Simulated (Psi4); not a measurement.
**C2H4Si (ethynylsilane) at BLYP/6-311+G(d,p)**

What is the vertical ionisation energy of C2H4Si (ethynylsilane) at BLYP/6-311+G**? 

The results are computed with Psi4 1.11.

4 further runs of the same task are left out: 2 that didn't finish, 2 set aside as unsound or not needed.

**1. The structure to begin with**

C2H4Si has 7 atoms, charge 0, and is taken as a singlet. As SMILES, `C#C[SiH3]`. The coordinates come from a PBE0-D4/def2-TZVP relaxation.

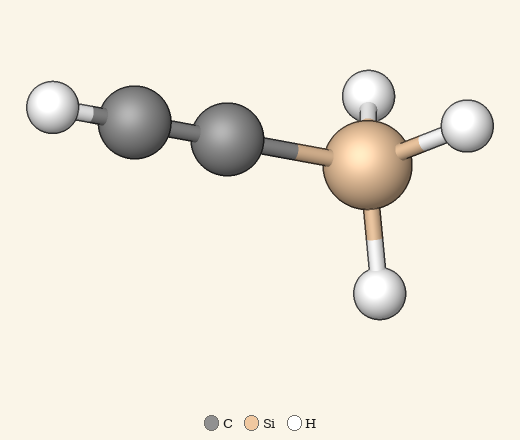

The structure, seen from a chosen angle (carbon grey, silicon light orange, hydrogen white).

**2. A single-point energy at BLYP/6-311+G(d,p)**

calc.py

```python
import psi4

psi4.set_memory(1600000000)
psi4.set_num_threads(1)
psi4.core.set_output_file('output.dat', False)

geom = psi4.geometry("""
C     -1.09736396    -3.53643347     0.32541084
C     -0.41290516    -1.37288603     0.11791891
Si     0.62323168     1.89785195    -0.19615357
H     -1.70264324    -5.44902528     0.50890325
H     -0.17857912     2.88806844    -2.69285973
H     -0.53233585     3.43571107     1.84229400
H      3.41643586     2.00858990     0.00831479
units bohr
symmetry c1
no_reorient
no_com
""")

options = {'basis': '6-311+G**', 'puream': True, 'e_convergence': 1e-09, 'd_convergence': 1e-08, 'scf_type': 'pk', 'dft_radial_points': 99, 'dft_spherical_points': 590}
psi4.set_options(options)

e_tot, wfn = psi4.energy('blyp', return_wfn=True)
psi4.oeprop(wfn, 'DIPOLE', 'LOWDIN_CHARGES', 'MULLIKEN_CHARGES')
print(f'total energy {e_tot:.8f} hartree = {e_tot * 27.211386:.5f} eV')
```

On the command line:

```console
$ python calc.py
```

output.dat:

```text
[...]
  Running in c1 symmetry.
[...]
  Nuclear repulsion =   83.047890723121355
[...]
  Multiplicity = 1
[...]
  Nalpha       = 15
  Nbeta        = 15
[...]
    Number of basis functions: 98
[...]
   @RKS iter   1:  -367.64401813928572   -2.76556e-01   8.71525e-03 DIIS/ADIIS
[...]
   @RKS iter  11:  -368.03011457365704   -5.40012e-12   6.35855e-09 DIIS
[...]
    Orbital Energies [Eh]
    ---------------------
    Doubly Occupied:
       1A    -65.456208     2A     -9.913868     3A     -9.899349
       4A     -5.061265     5A     -3.479230     6A     -3.477990
       7A     -3.477990     8A     -0.677717     9A     -0.526304
      10A     -0.474356    11A     -0.359419    12A     -0.322400
      13A     -0.322386    14A     -0.254895    15A     -0.254893
[...]
  @RKS Final Energy:  -368.03011457365704
   => Energetics <=
    Nuclear Repulsion Energy =             83.0478907231213554
    One-Electron Energy =                -670.4940709929667264
    Two-Electron Energy =                 252.5836825901995155
    DFT Exchange-Correlation Energy =     -33.1676168940111111
    Empirical Dispersion Energy =           0.0000000000000000
    VV10 Nonlocal Energy =                  0.0000000000000000
    Total Energy =                       -368.0301145736570447
[...]
 Multipole Moments:
 ------------------------------------------------------------------------------------
     Multipole            Electronic (a.u.)      Nuclear  (a.u.)        Total (a.u.)
 ------------------------------------------------------------------------------------
 L = 1.  Multiply by 2.5417464519 to convert [e a0] to [Debye]
 Dipole X            :         -0.7015590            0.6665064           -0.0350526
 Dipole Y            :         -0.1087082           -0.0026456           -0.1113537
 Dipole Z            :          0.4302517           -0.4195192            0.0107326
 Magnitude           :                                                    0.1172328
[...]
  Mulliken Charges: (a.u.)
   Center  Symbol    Alpha    Beta     Spin     Total
       1     C     3.01801  3.01801  0.00000 -0.03602
       2     C     3.17453  3.17453  0.00000 -0.34907
       3    SI     6.72303  6.72303  0.00000  0.55393
       4     H     0.42698  0.42698  0.00000  0.14604
       5     H     0.55248  0.55248  0.00000 -0.10496
       6     H     0.55248  0.55248  0.00000 -0.10496
       7     H     0.55248  0.55248  0.00000 -0.10495
   Total alpha = 15.00000, Total beta = 15.00000, Total charge =  0.00000
  Lowdin Charges: (a.u.)
[...]
```

On the terminal:

```text
total energy -368.03011457 hartree = -10014.60951 eV
```

It took 16 s on 1 thread of Intel Xeon Platinum 8375C at 2.90GHz (Ice Lake), shared host; peak memory 0.86 GiB.

**3. The doublet cation, same level**

calc.inp

```
memory 1600 MB

molecule m {
  1 2
  C     -0.580700    -1.871400     0.172200
  C     -0.218500    -0.726500     0.062400
  Si     0.329800     1.004300    -0.103800
  H     -0.901000    -2.883500     0.269300
  H     -0.094500     1.528300    -1.425000
  H     -0.281700     1.818100     0.974900
  H      1.807900     1.062900     0.004400
  symmetry c1
}

set {
  basis                6-311+G**
  reference            uks
  puream               true
  e_convergence        1e-09
  d_convergence        1e-08
  scf_type             pk
  dft_radial_points    99
  dft_spherical_points 590
  maxiter              100
}

E, wfn = energy('blyp', return_wfn=True)
oeprop(wfn, 'LOWDIN_CHARGES', 'MAYER_INDICES', 'MULLIKEN_CHARGES', title='BLYP')
print_variables()
```

On the command line:

```console
$ psi4 -n 1 calc.inp calc.out
```

calc.out, shortened:

```text
[...]
  Running in c1 symmetry.
[...]
  Nuclear repulsion =   83.047890735857266
[...]
  Multiplicity = 2
[...]
  Nalpha       = 15
  Nbeta        = 14
[...]
    Number of basis functions: 98
[...]
   @UKS iter   1:  -367.25267587443312    1.14783e-01   8.36353e-03 ADIIS/DIIS
[...]
   @UKS iter  22:  -367.65180963017605   -1.90425e-11   6.23592e-09 DIIS
[...]
   @S^2 Observed:                7.529229129E-01
[...]
  @UKS Final Energy:  -367.65180963017605
   => Energetics <=
    Nuclear Repulsion Energy =             83.0478907358572656
    One-Electron Energy =                -662.9955391230633950
    Two-Electron Energy =                 245.1699446602688113
    DFT Exchange-Correlation Energy =     -32.8741059032387781
    Empirical Dispersion Energy =           0.0000000000000000
    VV10 Nonlocal Energy =                  0.0000000000000000
    Total Energy =                       -367.6518096301760465
[...]
 Multipole Moments:
 ------------------------------------------------------------------------------------
     Multipole            Electronic (a.u.)      Nuclear  (a.u.)        Total (a.u.)
 ------------------------------------------------------------------------------------
 L = 1.  Multiply by 2.5417464519 to convert [e a0] to [Debye]
 Dipole X            :         -0.7378544            0.4931733           -0.2446810
 Dipole Y            :         -2.1282116            1.5559807           -0.5722309
 Dipole Z            :          0.0671782           -0.1496803           -0.0825021
 Magnitude           :                                                    0.6277927
[...]
  Mulliken Charges: (a.u.)
   Center  Symbol    Alpha    Beta     Spin     Total
       1     C     3.11554  2.68061  0.43494  0.20385
       2     C     3.20071  2.93449  0.26622 -0.13520
       3    SI     6.70848  6.68075  0.02772  0.61077
       4     H     0.37204  0.38625 -0.01421  0.24171
       5     H     0.56610  0.38118  0.18492  0.05271
       6     H     0.51855  0.46839  0.05016  0.01307
       7     H     0.51858  0.46833  0.05024  0.01309
   Total alpha = 15.00000, Total beta = 14.00000, Total charge =  1.00000
  Lowdin Charges: (a.u.)
[...]
```

Wall time 44 s (1 thread of Intel Xeon Platinum 8375C at 2.90GHz (Ice Lake), shared host); peak memory 0.84 GiB.

**4. What came out**

Level: BLYP/6-311+G**.

| quantity | value |
| --- | --- |
| singlet C2H4Si: total energy | -368.03011 Eh |
| singlet C2H4Si: dipole moment | 0.30 D |
| singlet C2H4Si: HOMO energy | -6.94 eV |
| singlet C2H4Si: LUMO energy | -0.90 eV |
| singlet C2H4Si: HOMO–LUMO gap | 6.03 eV |
| doublet cation: total energy | -367.65181 Eh |
| doublet cation: HOMO energy (highest over α and β) | -13.63 eV |
| doublet cation: LUMO energy (lowest over α and β) | -13.55 eV |
| doublet cation: ⟨S²⟩ | 0.753 |
| vertical ionisation energy (to the doublet cation) | 10.294 eV |

Removing an electron at fixed nuclei costs 10.29 eV (237 kcal/mol). −ε(HOMO) before ionisation, 6.94 eV, is 3.36 eV below this ionisation energy.
